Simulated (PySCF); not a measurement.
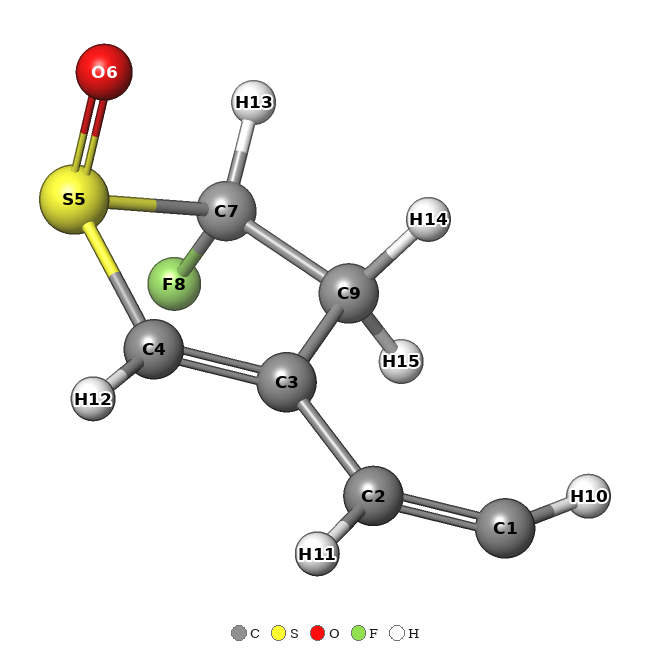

State: neutral, doublet. The geometry was computed by an optimisation with GFN2-xTB. No frequency run is at hand to confirm it as a minimum. Level of theory: UKS B3LYP, pcH-1 on C F H O S, non-relativistic (PySCF 2.14.0). Fermi-contact and spin-dipolar terms alone, no spin-orbit part.

> Which nucleus has the largest dipolar (anisotropic) hyperfine coupling?

13C at C1: principal values −84.6, −58.6, 143.2 MHz.

List the isotropic and dipolar parts for the most strongly coupled nuclei, one of each equivalent set.

```json
{"atom": "C1", "isotope": "13C", "a_iso (MHz)": "329.3", "dipolar part (MHz)": "−84.6, −58.6, 143.2"}
{"atom": "H10", "isotope": "1H", "a_iso (MHz)": "30.6", "dipolar part (MHz)": "−33.3, −7.7, 41.0"}
{"atom": "C2", "isotope": "13C", "a_iso (MHz)": "−12.1", "dipolar part (MHz)": "−19.2, 2.9, 16.4"}
{"atom": "H11", "isotope": "1H", "a_iso (MHz)": "119.8", "dipolar part (MHz)": "−6.6, −5.7, 12.3"}
{"atom": "C3", "isotope": "13C", "a_iso (MHz)": "82.8", "dipolar part (MHz)": "−9.0, −2.5, 11.5"}
{"atom": "C4", "isotope": "13C", "a_iso (MHz)": "−4.8", "dipolar part (MHz)": "−8.9, 2.6, 6.3"}
{"atom": "H15", "isotope": "1H", "a_iso (MHz)": "2.0", "dipolar part (MHz)": "−3.3, −2.4, 5.7"}
{"atom": "H14", "isotope": "1H", "a_iso (MHz)": "3.2", "dipolar part (MHz)": "−2.3, −2.0, 4.3"}
```
